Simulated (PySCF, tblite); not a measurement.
# C6H10ClFSi: geometry, infrared bands and NMR shifts

Wanted: the infrared bands and NMR shifts of C6H10ClFSi (`F[C@@H]1C=C[C@@H](CCCl)[SiH2]1`), by calculation.

Programs: tblite 0.8.0 and PySCF 2.14.0, with density-fitted response routines of our own. Each step states its level of theory. These are calculated values for one molecule in the gas phase, unless marked as measured. Atoms are numbered from 0 throughout.

## (1) Starting geometry

19 atoms, charge 0, multiplicity 1; geometry from: force field or distance geometry start.

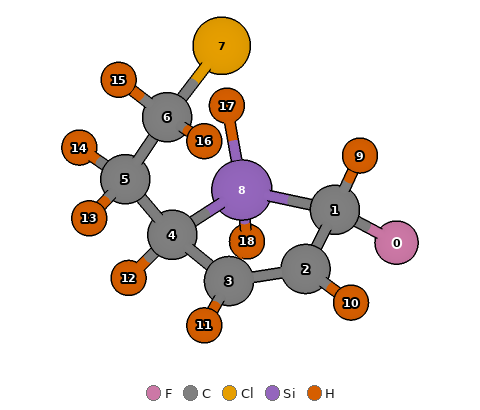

As it starts; fluorine pink, carbon grey, chlorine amber, silicon purple, hydrogen orange, atoms numbered; sticks join atoms by distance.

## (2) Relaxing the molecule with GFN2-xTB

What the job is given:

```
{"job": {"kind": "relax", "xc": "GFN2-xTB", "basis": "xTB"}, "charge": 0, "multiplicity": 1}
F      2.473000     1.006200     1.977300
C      1.298400     0.451400     1.449600
C      1.586900    -0.717400     0.606200
C      1.062500    -0.802700    -0.564100
C      0.174500     0.269900    -1.029500
C     -1.199000    -0.267000    -1.152700
C     -1.882800    -0.815500     0.023400
Cl    -2.124900     0.361900     1.327000
Si     0.488500     1.577500     0.238000
H      0.641000     0.132400     2.305600
H      2.262600    -1.526500     1.006400
H      1.251600    -1.691800    -1.232900
H      0.515400     0.631400    -2.050000
H     -1.168700    -1.087600    -1.938900
H     -1.842100     0.569900    -1.579600
H     -2.933100    -1.093600    -0.300600
H     -1.463400    -1.777900     0.405300
H     -0.689800     2.271000     0.721700
H      1.539500     2.517800    -0.219800
```

Run with:

```sh
> OMP_NUM_THREADS=1 python probes_run.py task.json out
```

This one command runs all jobs of the session in turn.

The program printed:

```text
step      E/eV     max force
  0    -786.42365    3.708
  1    -786.82584    2.774
  2    -786.91926    0.739
  3    -786.96092    0.571
  4    -787.03516    0.438
  5    -787.05354    0.354
  6    -787.06556    0.309
  7    -787.07483    0.256
  8    -787.08863    0.296
  9    -787.09958    0.244
 10    -787.10556    0.156
 11    -787.10850    0.159
 12    -787.11130    0.136
 13    -787.11482    0.174
 14    -787.11849    0.141
 15    -787.12174    0.159
 16    -787.12475    0.162
 17    -787.12774    0.138
 18    -787.13039    0.130
 19    -787.13256    0.088
 20    -787.13443    0.110
 21    -787.13627    0.116
 22    -787.13803    0.130
 23    -787.13932    0.090
 24    -787.14010    0.064
 25    -787.14069    0.061
 26    -787.14133    0.067
 27    -787.14207    0.079
 28    -787.14285    0.063
 29    -787.14363    0.060
 30    -787.14440    0.061
 31    -787.14511    0.051
 32    -787.14570    0.048
 33    -787.14614    0.052
 34    -787.14652    0.050
 35    -787.14697    0.059
 36    -787.14758    0.059
 37    -787.14830    0.065
 38    -787.14892    0.055
 39    -787.14932    0.037
 40    -787.14958    0.039
 41    -787.14982    0.033
 42    -787.15006    0.032
 43    -787.15025    0.031
 44    -787.15036    0.024
 45    -787.15043    0.023
 46    -787.15051    0.022
 47    -787.15060    0.023
 48    -787.15069    0.019
 49    -787.15076    0.019
 50    -787.15082    0.019
 51    -787.15089    0.020
 52    -787.15099    0.028
 53    -787.15113    0.029
 54    -787.15128    0.026
 55    -787.15139    0.023
 56    -787.15148    0.019
 57    -787.15158    0.025
 58    -787.15168    0.026
 59    -787.15178    0.033
 60    -787.15190    0.032
 61    -787.15205    0.031
 62    -787.15225    0.047
 63    -787.15245    0.049
 64    -787.15262    0.036
 65    -787.15276    0.033
 66    -787.15295    0.046
 67    -787.15326    0.064
 68    -787.15367    0.064
 69    -787.15405    0.042
 70    -787.15433    0.038
 71    -787.15453    0.035
 72    -787.15471    0.037
 73    -787.15489    0.031
 74    -787.15501    0.026
 75    -787.15511    0.032
 76    -787.15522    0.041
 77    -787.15533    0.035
 78    -787.15542    0.016
 79    -787.15546    0.013
 80    -787.15549    0.016
 81    -787.15554    0.017
 82    -787.15559    0.017
 83    -787.15563    0.016
 84    -787.15568    0.015
 85    -787.15572    0.013
 86    -787.15574    0.009
```

Run time: 0.8 s. Hardware: 1 thread of Arm Neoverse V1, shared host.

Relaxation path: (not every step is listed)

```csv
step,energy from step 0 (eV),largest force (eV/Å)
0,0.0000,3.7076
1,-0.4022,2.7737
2,-0.4956,0.7389
3,-0.5373,0.5711
4,-0.6115,0.4383
5,-0.6299,0.3543
6,-0.6419,0.3089
7,-0.6512,0.2558
8,-0.6650,0.2963
15,-0.6981,0.1594
22,-0.7144,0.1296
29,-0.7200,0.0602
36,-0.7239,0.0586
43,-0.7266,0.0313
50,-0.7272,0.0188
57,-0.7279,0.0253
64,-0.7290,0.0364
71,-0.7309,0.0348
78,-0.7318,0.0162
81,-0.7319,0.0175
82,-0.7319,0.0172
83,-0.7320,0.0158
84,-0.7320,0.0154
85,-0.7321,0.0135
86,-0.7321,0.0088
```

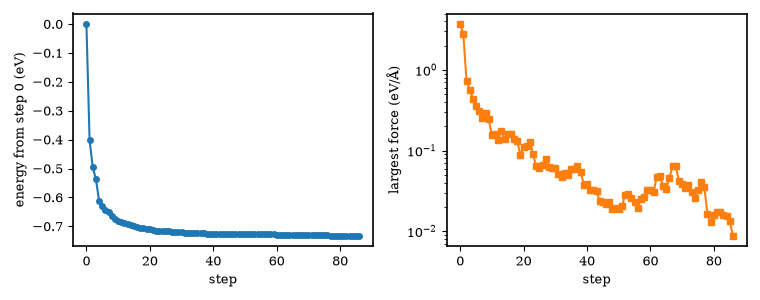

Energy and force, step by step.

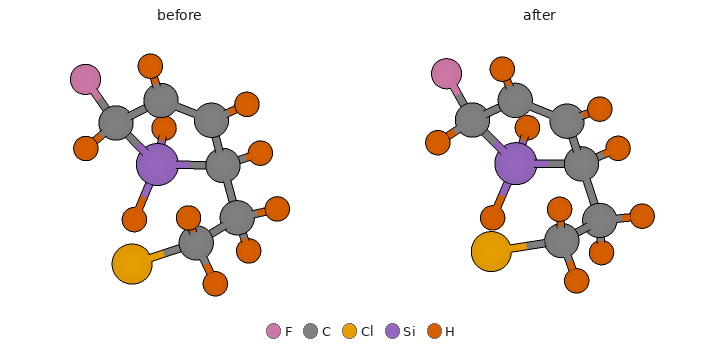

The geometry before (left) and after (right).

Distances of close pairs at the start and the end, largest changes first:

```csv
bond,before (Å),after (Å),change (Å)
C1–Si8,1.842,1.924,+0.082
C4–Si8,1.848,1.921,+0.073
C4–C5,1.480,1.535,+0.055
C5–C6,1.467,1.519,+0.052
C2–H10,1.128,1.080,-0.047
C5–H14,1.139,1.091,-0.047
C3–H11,1.129,1.082,-0.047
C6–H15,1.134,1.090,-0.044
```

The next job starts from the end point, and lists it.

## (3) Harmonic vibrations with GFN2-xTB

What the job is given:

```
{"job": {"kind": "ir", "xc": "GFN2-xTB", "basis": "xTB"}, "charge": 0, "multiplicity": 1}
F      2.572374     1.016493     1.914768
C      1.343525     0.513294     1.491042
C      1.545506    -0.763674     0.732476
C      0.988857    -0.884445    -0.461280
C      0.169506     0.247459    -1.016058
C     -1.286042    -0.177673    -1.256489
C     -1.897727    -0.959333    -0.107183
Cl    -1.933695     0.001023     1.388977
Si     0.490799     1.680588     0.221937
H      0.785477     0.331750     2.416169
H      2.156828    -1.531867     1.182693
H      1.085441    -1.783841    -1.054795
H      0.571675     0.515207    -1.998994
H     -1.335251    -0.831315    -2.133535
H     -1.891535     0.706359    -1.463661
H     -2.928996    -1.234437    -0.328715
H     -1.315337    -1.853605     0.114390
H     -0.650067     2.454508     0.690032
H      1.518858     2.562761    -0.339237
```

The program printed:

```text
mode    cm-1     km/mol
  1      43.2      1.17
  2      78.1      0.67
  3     113.7     11.47
  4     155.0      1.76
  5     206.7      0.74
  6     258.1      5.52
  7     291.0      2.59
  8     351.1      1.77
  9     386.8     14.00
 10     450.2     10.82
 11     484.6      4.63
 12     545.7     92.15
 13     587.2     13.58
 14     617.3     14.17
 15     645.9    107.33
 16     675.3     18.72
 17     697.1     10.54
 18     739.7     98.54
 19     812.0    151.43
 20     817.6     24.49
 21     868.0      3.62
 22     909.6      0.96
 23     950.5      6.99
 24     960.2      2.16
 25    1007.6     54.46
 26    1025.5     15.72
 27    1054.4     10.63
 28    1109.4      5.10
 29    1134.8      6.18
 30    1138.2      6.33
 31    1177.6      4.96
 32    1195.8      1.32
 33    1243.5      4.92
 34    1258.9     10.67
 35    1273.7      2.05
 36    1278.1     21.23
 37    1310.3      0.95
 38    1342.2      0.30
 39    1431.9      3.61
 40    1472.6      3.76
 41    1703.6     14.15
 42    2258.5    420.66
 43    2336.1    251.38
 44    2908.6     43.62
 45    2920.6     33.54
 46    2941.1     41.26
 47    2980.5      2.51
 48    2985.6      6.99
 49    2992.5     22.61
 50    3051.4     35.47
 51    3082.4     46.76
```

It took 0.93 s on 1 thread of Arm Neoverse V1, shared host.

The strongest bands and the atoms that carry them (share of the mass-weighted mode):

```csv
cm⁻¹,km/mol,atoms
546,92.2,"H18 32 %, H17 28 %, Si8 14 %"
646,107.3,"H18 37 %, H17 16 %, Si8 12 %"
740,98.5,"C4 13 %, Si8 11 %, C3 11 %"
812,151.4,"H17 51 %, H18 34 %"
1008,54.5,"C1 44 %, F0 20 %"
2258,420.7,H18 96 %
2336,251.4,H17 96 %
3082,46.8,H10 86 %
```

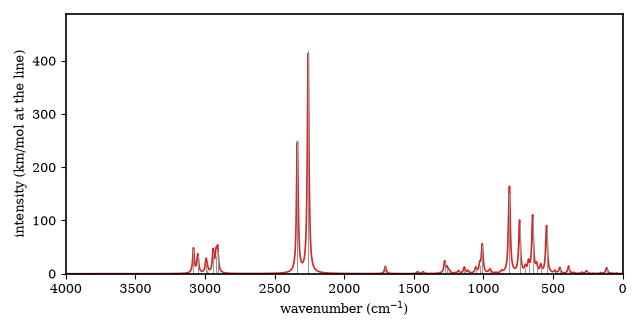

The infrared spectrum from these modes, unscaled. Lines are broadened to a width of 14 cm⁻¹ (Lorentzian).

## (4) Shielding tensors: PBE0/pcSseg-1

The job, as its differences from that of step 3:

```diff
@@ -1,2 +1,2 @@
-{"job": {"kind": "ir", "xc": "GFN2-xTB", "basis": "xTB"}, "charge": 0, "multiplicity": 1}
+{"job": {"kind": "nmr", "xc": "PBE0", "basis": "pcSseg-1"}, "charge": 0, "multiplicity": 1}
 F      2.572374     1.016493     1.914768
```

Level: GIAO PBE0/pcSseg-1 NMR shielding, non-relativistic, gas phase.

The program printed:

```text
coarse grid: 17056 points
cycle   1  E = -1083.3249535793  dE =  1.079e+00  |g| = 5.288e-01  |ddm| = 3.961e+00
cycle   2  E = -1083.3071158670  dE =  1.784e-02  |g| = 6.675e-01  |ddm| = 9.800e-01
cycle   3  E = -1083.3818713041  dE = -7.476e-02  |g| = 6.999e-02  |ddm| = 5.325e-01
cycle   4  E = -1083.3825461949  dE = -6.749e-04  |g| = 3.520e-02  |ddm| = 8.541e-02
cycle   5  E = -1083.3828111478  dE = -2.650e-04  |g| = 8.673e-03  |ddm| = 3.750e-02
cycle   6  E = -1083.3828261098  dE = -1.496e-05  |g| = 3.669e-03  |ddm| = 1.008e-02
cycle   7  E = -1083.3828292364  dE = -3.127e-06  |g| = 9.661e-04  |ddm| = 3.825e-03
final grid: 156248 points
cycle   8  E = -1083.4426001511  dE = -4.860e-05  |g| = 9.586e-03  |ddm| = 3.897e-02
cycle   9  E = -1083.4425805521  dE =  1.960e-05  |g| = 1.336e-02  |ddm| = 2.086e-02
cycle  10  E = -1083.4426219395  dE = -4.139e-05  |g| = 1.430e-03  |ddm| = 1.275e-02
cycle  11  E = -1083.4426222886  dE = -3.492e-07  |g| = 4.721e-04  |ddm| = 1.657e-03
cycle  12  E = -1083.4426223377  dE = -4.911e-08  |g| = 1.422e-04  |ddm| = 4.990e-04
cycle  13  E = -1083.4426223420  dE = -4.268e-09  |g| = 4.856e-05  |ddm| = 1.401e-04
cycle  14  E = -1083.4426223425  dE = -4.748e-10  |g| = 8.848e-06  |ddm| = 5.039e-05
converged SCF energy = -1083.4426223425

GIAO shielding tensors (ppm)
atom      isotropic    diamagn.    paramagn.     s11        s22        s33       span
  0 F      412.544     470.587     -58.043    374.772    418.886    443.975     69.203
  1 C       90.640     249.930    -159.290     46.117     78.477    147.326    101.209
  2 C       40.306     254.213    -213.908    -68.546     54.673    134.791    203.337
  3 C       44.647     256.119    -211.472    -60.465     53.399    141.009    201.474
  4 C      157.082     250.123     -93.041    140.210    154.530    176.506     36.297
  5 C      152.932     246.116     -93.183    144.350    153.291    161.157     16.806
  6 C      135.647     247.538    -111.892    103.511    132.166    171.264     67.753
  7 Cl     872.758    1148.210    -275.453    751.701    856.175   1010.397    258.696
  8 Si     375.310     878.512    -503.202    339.108    367.245    419.577     80.470
  9 H       25.439      29.756      -4.317     20.780     25.532     30.006      9.225
 10 H       25.060      30.520      -5.460     23.878     24.480     26.822      2.944
 11 H       25.852      32.112      -6.260     24.009     26.098     27.447      3.438
 12 H       29.149      31.111      -1.962     24.765     26.967     35.716     10.951
 13 H       29.738      29.956      -0.218     24.121     27.949     37.143     13.022
 14 H       29.642      29.867      -0.225     26.076     27.358     35.491      9.415
 15 H       28.076      28.164      -0.088     21.381     27.070     35.777     14.397
 16 H       28.145      29.981      -1.835     24.278     26.505     33.653      9.375
 17 H       26.895      28.720      -1.825     22.541     27.530     30.614      8.072
 18 H       27.347      28.469      -1.122     24.110     24.698     33.233      9.123
```

Wall time 52 s (1 thread of Arm Neoverse V1, shared host); peak memory 0.98 GiB.

Shifts follow as δ = σ(reference) − σ, with reference shieldings (ppm) from runs at the same level and on the same kind of geometry: 1H TMS 31.72, 13C TMS 186.9, 29Si TMS 349.2, 19F CFCl3 170.9, 35Cl HCl 950. The references are single molecules in the gas phase, so shifts against H2O, NH3, PH3, H3PO4 or CFCl3 are not on the usual liquid scales and can be off by tens of ppm.

```csv
atoms,environment,σ (ppm),δ (ppm),δ scaled to CDCl3
C2,alkene CH,40.3,146.6,141.2
C3,alkene CH,44.6,142.3,136.9
C1,allylic sp3 CH bonded to F and Si,90.6,96.3,92.1
C6,sp3 CH2 bonded to Cl,135.6,51.3,48.1
C5,sp3 CH2,152.9,34.0,31.3
C4,allylic sp3 CH bonded to Si,157.1,29.8,27.2
H10,hydrogen on an alkene CH,25.06,6.66,6.38
H9,hydrogen on an allylic sp3 CH bonded to F and Si,25.44,6.28,6.02
H11,hydrogen on an alkene CH,25.85,5.87,5.64
H17,"hydrogen on a silicon bonded to 2 C, in a 5-membered ring",26.89,4.82,–
H18,"hydrogen on a silicon bonded to 2 C, in a 5-membered ring",27.35,4.37,–
H15,hydrogen on an sp3 CH2 bonded to Cl,28.08,3.64,3.54
H16,hydrogen on an sp3 CH2 bonded to Cl,28.15,3.57,3.47
H12,hydrogen on an allylic sp3 CH bonded to Si,29.15,2.57,2.53
H14,hydrogen on an sp3 CH2,29.64,2.08,2.06
H13,hydrogen on an sp3 CH2,29.74,1.98,1.97
F0,fluorine on an sp3 carbon,412.5,-241.6,–
Cl7,chlorine bonded to C,873,77,–
Si8,"silicon bonded to 2 C, 2 H, in a 5-membered ring",375.3,-26.2,–
```

The scaled column applies a straight-line fit of computed shieldings to shifts measured in CDCl3, with any fitted terms for Cl, Br or S neighbours, and one for carbons that bear F (root-mean-square error 0.16 ppm for H, 1.9 ppm for C).

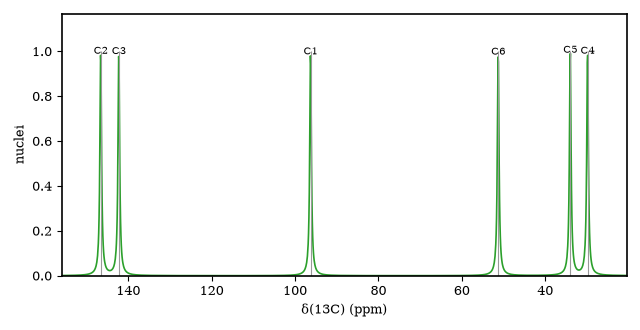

13C lines at the computed shifts, without couplings. Lines are broadened to a width of 0.47 ppm (Lorentzian).

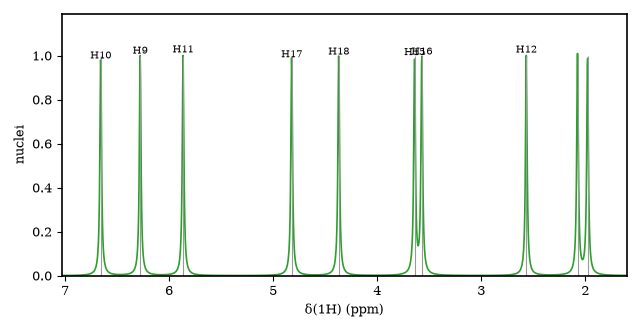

1H lines at the computed shifts, without couplings. Lines are broadened to a width of 0.02 ppm (Lorentzian).

The run also stored atomic charges by several schemes (e):

```csv
atoms,Mulliken,IAO,Hirshfeld,ESP fit
F0,-0.35,-0.34,-0.14,-0.29
C1,-0.03,-0.09,-0.04,0.31
C2,-0.12,-0.16,-0.06,-0.32
C3,-0.12,-0.15,-0.04,-0.21
C4,-0.53,-0.39,-0.11,0.10
C5,-0.17,-0.25,-0.07,-0.14
C6,-0.19,-0.24,-0.03,-0.15
Cl7,-0.16,-0.10,-0.01,-0.17
Si8,0.68,0.72,0.31,0.23
```

Mulliken charges:

F0 -0.35; C1 -0.03; C2 -0.12; C3 -0.12; C4 -0.53; C5 -0.17; C6 -0.19; Cl7 -0.16; Si8 0.68; H9 0.14; H10 0.11; H11 0.09; H12 0.16; H13 0.13; H14 0.14; H15 0.17; H16 0.17; H17 -0.05; H18 -0.06

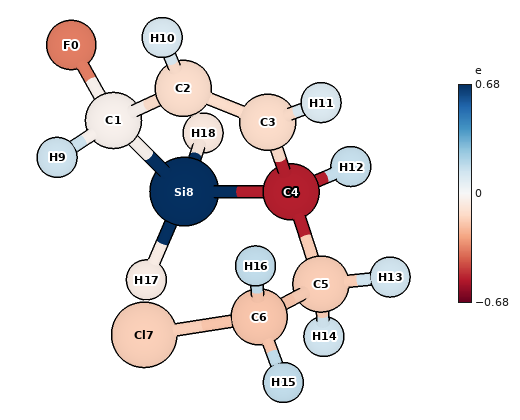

Mulliken charges, as colours on the atoms.

Mayer bond orders: F0–C1 0.82, C1–C2 1.03, C2–C3 1.86, C3–C4 1.01, C4–C5 1.01, C5–C6 1.04, C6–Cl7 0.96, C4–Si8 0.85, Si8–C1 0.85.

Ring of atoms C1, C2, C3, C4, Si8: NICS(0) -2.1, NICS(1) -3.5, NICS(1)zz -4.6 ppm (means of both faces).

The two faces differ (NICS(1)zz -7.7 and -1.6 ppm).

Orbitals, density, ELF and potential are computed afterwards from the orbital file.

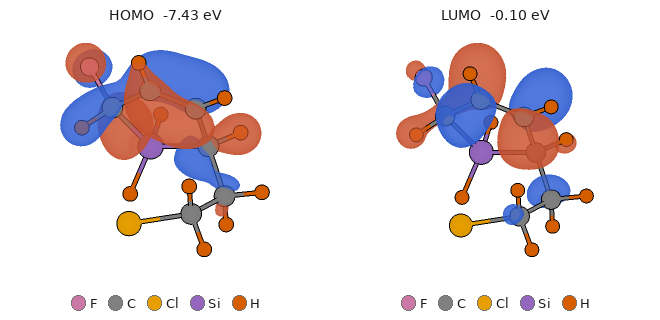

Frontier orbitals at PBE0/pcSseg-1; each surface holds 70 % of the orbital's density, blue and red mark the sign.

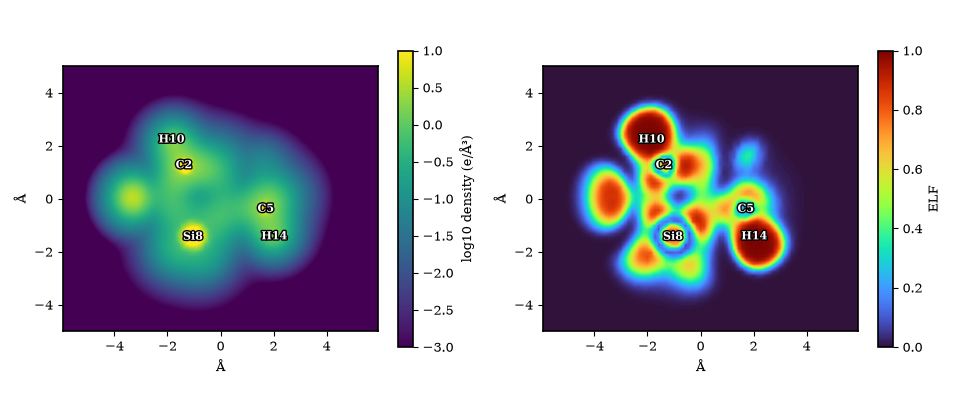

Density (left) and ELF (right) in a plane through or near 5 of the atoms.

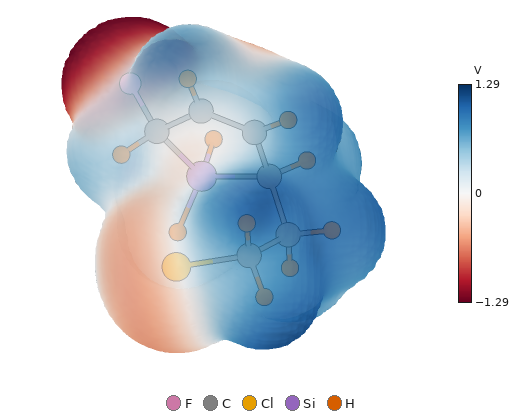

The potential that a unit positive charge feels on the 0.002 e/bohr³ surface, from -1.29 V near F0 to 1.12 V near H15.

## (5) Outcome

| quantity | value |
| --- | --- |
| strongest single infrared mode (GFN2-xTB) | 2258 cm⁻¹, 421 km/mol |
| zero-point energy (GFN2-xTB) | 89.0 kcal/mol |
| 13C shifts against TMS (PBE0/pcSseg-1) | 146.6, 142.3, 96.3, 51.3, 34.0, 29.8 ppm |
| 1H shifts against TMS (PBE0/pcSseg-1) | 6.66, 6.28, 5.87, 4.82, 4.37, 3.64, 3.57, 2.57, 2.08, 1.98 ppm |
| 19F shifts against CFCl3 (PBE0/pcSseg-1) | -241.6 ppm |
| 35Cl shifts against HCl (PBE0/pcSseg-1) | 77 ppm |
| 29Si shifts against TMS (PBE0/pcSseg-1) | -26.2 ppm |
| surface potential, least and greatest | -1.29 V and 1.12 V |

**Reading.** Over 86 steps the energy fell by 0.732 eV; of the close pairs, C1–Si8 changed most, 1.842 to 1.924 Å. No mode is imaginary among the 51: a minimum at this level. The strongest single mode, at 2258 cm⁻¹, moves mainly H18. Unscaled tight-binding wavenumbers are off by several per cent, some by more. Its intensities can rank the bands wrongly. At PBE0/pcSseg-1: The widest tensor belongs to Cl7: span 259 ppm, with a paramagnetic part of -275 ppm.
